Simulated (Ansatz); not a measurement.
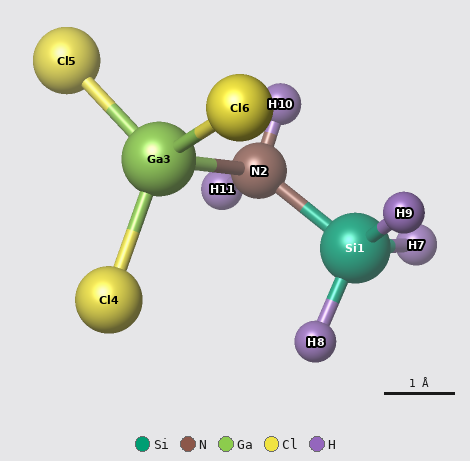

*The structure as given in the input (ball-and-stick view, seen at a tilt; atoms are numbered from 1 in the order of the input). Sticks mark near contacts.*

Bond lengths as drawn: Cl–Ga 2.16 Å, Ga–N 2.07 Å, H–N 1.02 Å, H–Si 1.47 to 1.48 Å and N–Si 1.80 Å.

# GaSiNH5Cl3: frequency calculation

The run: frequency calculation of GaSiNH5Cl3. Method and program: RKS PBE0-D4/def2-TZVP (Ansatz 0.2.0).

The geometry comes from this level: PBE0-D4/def2-TZVP. Figures and captions count atoms from 1; the log counts them from 0 in places.

## Input
```yaml
crystal:
  periodic: [false, false, false]
  atoms:
    - {symbol: Si, position_ang: [-0.039632, -1.302275, 1.024800]}
    - {symbol: N, position_ang: [0.677028, -0.212847, -0.222118]}
    - {symbol: Ga, position_ang: [-0.442419, 1.420998, -0.838663]}
    - {symbol: Cl, position_ang: [-2.208099, 0.476555, -1.635360]}
    - {symbol: Cl, position_ang: [0.924062, 2.264975, -2.279747]}
    - {symbol: Cl, position_ang: [-0.683758, 2.513109, 1.003590]}
    - {symbol: H, position_ang: [0.938583, -2.384683, 1.290448]}
    - {symbol: H, position_ang: [-1.285379, -1.837373, 0.445052]}
    - {symbol: H, position_ang: [-0.259795, -0.473686, 2.224578]}
    - {symbol: H, position_ang: [1.557394, 0.191100, 0.091960]}
    - {symbol: H, position_ang: [0.887216, -0.712772, -1.083939]}
basis:
  gaussian: {orbitals: def2-TZVP}
hamiltonian: {xc: pbe0, dispersion: d4}
phonons: {temperatures: {t_min: 298.15, t_max: 900, t_step: 200}}
```

Launched with:
```bash
ansatz run in.yaml --threads 4 --pin off --events-out ev --progress --plain --max-ram 11315MiB
```

## The program's output
```
Functional definition: PBE0
  name "PBE0"
  cite "Adamo & Barone, J. Chem. Phys. 110, 6158 (1999) doi:10.1063/1.478522"
  cite "Perdew, Burke & Ernzerhof, Phys. Rev. Lett. 77, 3865 (1996) doi:10.1103/PhysRevLett.77.3865"
  parent pbe
  parameter a = 0.25
  parameter kappa = 0.804
  parameter beta = 0.06672455060314922
  exchange = (1 - a)*pbe_x(kappa = kappa, mu = beta*pi^2/3) + a*exact_x
  correlation = pbe_c(beta = beta)
1860 factors; their error is unknown
mean field evaluation 1: about -99373.1791 eV, gradient 5.7e1 eV
mean field evaluation 2: about -99368.4992 eV, gradient 7.6e1 eV
mean field evaluation 4: about -99378.6399 eV, gradient 2.5e0 eV
mean field evaluation 8: about -99378.6535 eV, gradient 3.3e-2 eV
mean field evaluation 16: about -99378.9813 eV, gradient 4.1e-5 eV
mean field -99378.98130635 eV, -3652.1102015154 hartree, gradient 4.1e-5 eV, S^2 0.000000; 0 other end points of the search recorded, 0 dependent functions left out
the calculation of the forces begins
reference -99378.98134425 eV, -3652.1102029083 hartree; 54, 54 occupied and 203, 203 virtual orbitals, 1860 factors
these checks for a lower state are left out or cut short: stability, starts, cluster_reference, orbital_swaps, neighbouring_geometries, increment
1860 factors; their error is unknown
mean field -99378.98121811 eV, -3652.1101982729 hartree, gradient 2.2e-6 eV, S^2 0.000000; 0 other end points of the search recorded, 0 dependent functions left out
[... from here on the field's lines of each further geometry are left out, up to the last ...]
the calculation of the forces begins
reference -99378.98123613 eV, -3652.1101989347 hartree; 54, 54 occupied and 203, 203 virtual orbitals, 1860 factors
these checks for a lower state are left out or cut short: stability, starts, cluster_reference, orbital_swaps, neighbouring_geometries, increment
1860 factors; their error is unknown
mean field -99378.98121394 eV, -3652.1101981193 hartree, gradient 9.1e-7 eV, S^2 0.000000; 0 other end points of the search recorded, 0 dependent functions left out
the calculation of the forces begins
reference -99378.98125184 eV, -3652.1101995123 hartree; 54, 54 occupied and 203, 203 virtual orbitals, 1860 factors
WARN: phonons: modes at or below zero, which the zero-point energy, F, S and C_V leave out: 1, the lowest at -63.68 cm⁻¹. A minimum has none, and a first-order saddle one
Total energy: -99379.34956900 eV, -3652.1237349183 hartree
Atom 0 at    -0.039632    -1.302275     1.024800 Å, force     0.000605    -0.000872     0.000318 eV/Å
Atom 1 at     0.677028    -0.212847    -0.222118 Å, force    -0.001958     0.000565     0.000963 eV/Å
Atom 2 at    -0.442419     1.420998    -0.838663 Å, force    -0.002119     0.002443     0.000135 eV/Å
Atom 3 at    -2.208099     0.476555    -1.635360 Å, force     0.001846    -0.000796    -0.000492 eV/Å
Atom 4 at     0.924062     2.264975    -2.279747 Å, force    -0.000770    -0.000848     0.001327 eV/Å
Atom 5 at    -0.683758     2.513109     1.003590 Å, force     0.001842    -0.001236    -0.000737 eV/Å
Atom 6 at     0.938583    -2.384683     1.290448 Å, force    -0.000962     0.000621     0.000599 eV/Å
Atom 7 at    -1.285379    -1.837373     0.445052 Å, force     0.000585     0.000300     0.000694 eV/Å
Atom 8 at    -0.259795    -0.473686     2.224578 Å, force    -0.000548    -0.000471    -0.000913 eV/Å
Atom 9 at     1.557394     0.191100     0.091960 Å, force    -0.000165    -0.001613    -0.003289 eV/Å
Atom 10 at     0.887216    -0.712772    -1.083939 Å, force     0.001645     0.001908     0.001396 eV/Å
Dipole moment:     0.627162    -1.040528     0.441225 e Å
Vibrations: -63.68 75.28 83.57 105.02 117.08 130.55 143.52 182.09 362.45 373.38 426.31 427.23 512.53 682.59 731.11 731.44 928.05 940.48 947.78 1016.83 1025.50 1578.37 2247.54 2292.73 2308.54 3484.30 3556.49 cm⁻¹, zero-point energy 1.575268 eV
```

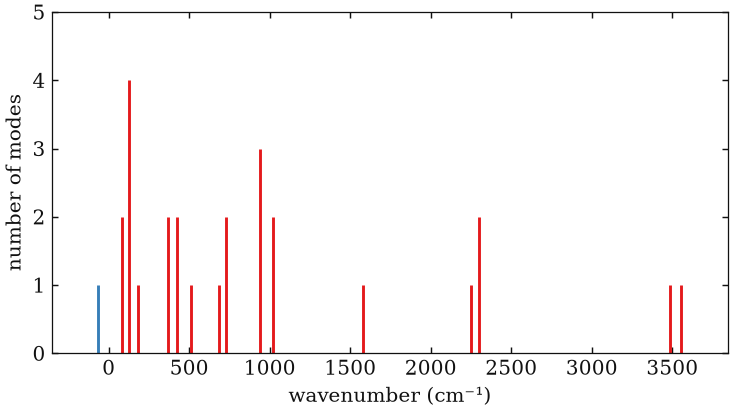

*Harmonic vibrational wavenumbers from the force constants; neighbouring modes closer than 16 cm⁻¹ are counted in one stick, and imaginary ones are drawn at negative wavenumbers.*

27 modes from 64i to 3556 cm⁻¹, 1 imaginary beyond 8i (64i cm⁻¹): not a clean minimum; so soft a mode can be a shallow saddle, an incomplete relaxation or noise of the force constants.

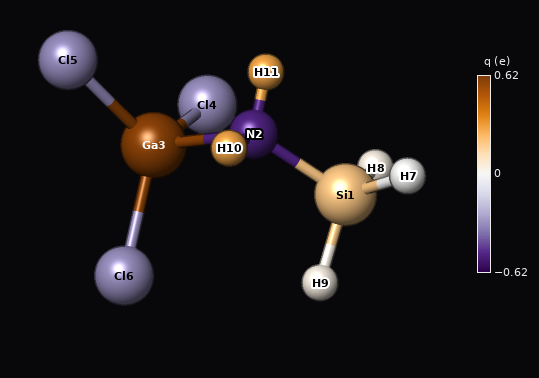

*Mulliken charges, as the colour of each atom (ball-and-stick view, seen at a tilt; atoms are numbered from 1 in the order of the input; Mulliken charges depend strongly on the basis).*

By element: Si +0.20, N −0.50, Ga +0.59, Cl −0.31 and H 0.00 to +0.29 e.

## Results in brief

| quantity | value |
| --- | --- |
| outcome | converged |
| total energy | −99379.3496 eV |
| mean-field energy | −99378.9813 eV |
| dispersion energy | −0.3682 eV |
| largest force (length of the vector) | 0.004 eV/Å |
| dipole moment | 6.21 D |
| hardware | 4 threads of Arm Neoverse V2, 23 GiB of memory available, shared host |
| wall time | 7.2 min (CPU time 28 min) |
| peak memory | 1.2 GiB |
